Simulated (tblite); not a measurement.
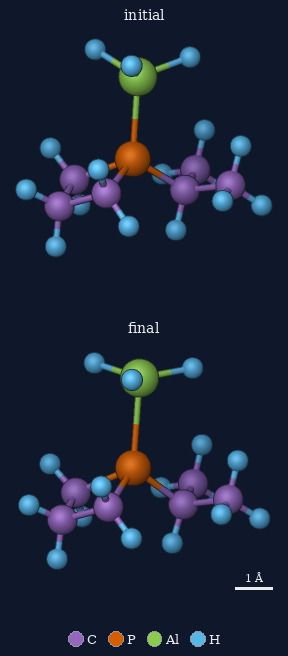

The structure of C₆H₁₆AlP before (top) and after (bottom) a relaxation, at one scale.

The picture is a ball-and-stick view, seen at a tilt.

Theory: GFN2-xTB geometry optimisation, gas phase (tblite). 

Question: Describe what moved and what it gained.

Answer: The Al atom moves most after the best rigid fit: 0.32 Å. Largest moves by element: Al 0.32 Å, H 0.14 Å, P 0.11 Å, C 0.08 Å. Near-neighbour distances that change, for instance: Al–P 2.275 → 2.486 Å, C–P 1.813 → 1.860 Å, C–H 1.115 → 1.089 Å, Al–H 1.596 → 1.572 Å. Bond angles that change, for instance: P–Al–H 109.6° → 96.4°, P–Al–H 109.2° → 96.5°, P–Al–H 109.3° → 100.3°. The energy falls by 0.730 eV in 51 geometry steps. Cost: 0.5 s on 1 thread of Arm Neoverse V1, on a shared host.
